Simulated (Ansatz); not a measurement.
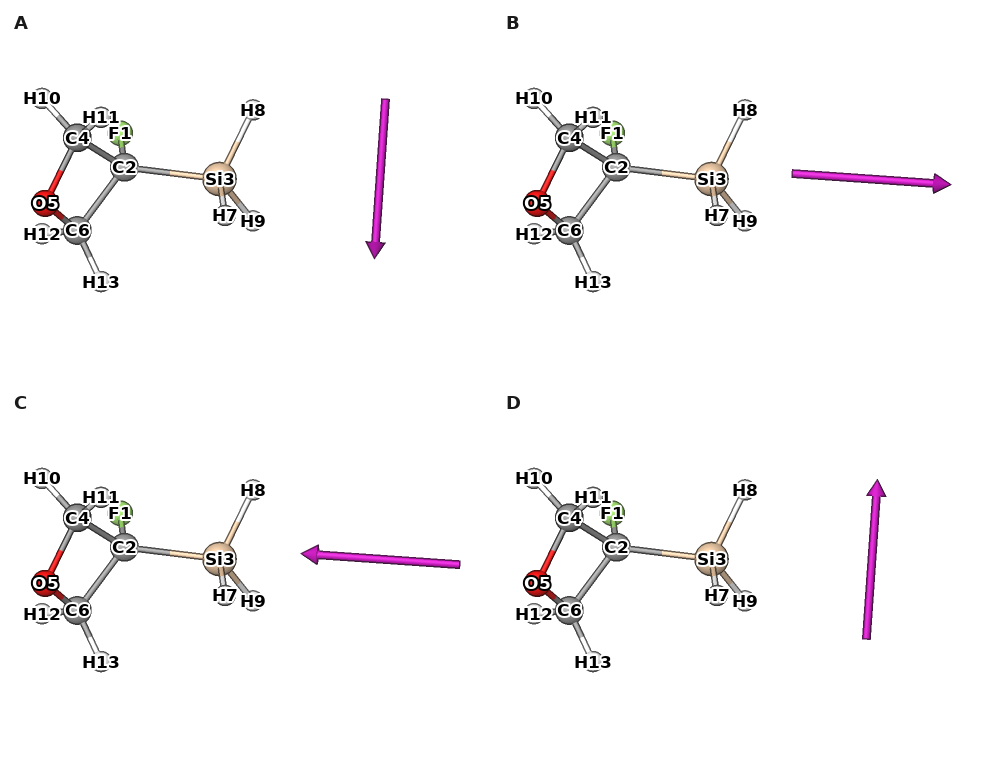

The same molecule four times, each with an arrow. The geometry was computed by an optimisation with PBE-D4/def2-SVP. No frequency run is at hand to confirm it as a minimum. Method: RKS PBE-D4/def2-SVP (Ansatz 0.2.0).

Which arrow points along the dipole moment, from the negative to the positive end?

B. The dipole moment is 0.79 D; it points from the side of H10, H12 to the side of H8, H9 (the outermost atoms at the two ends).
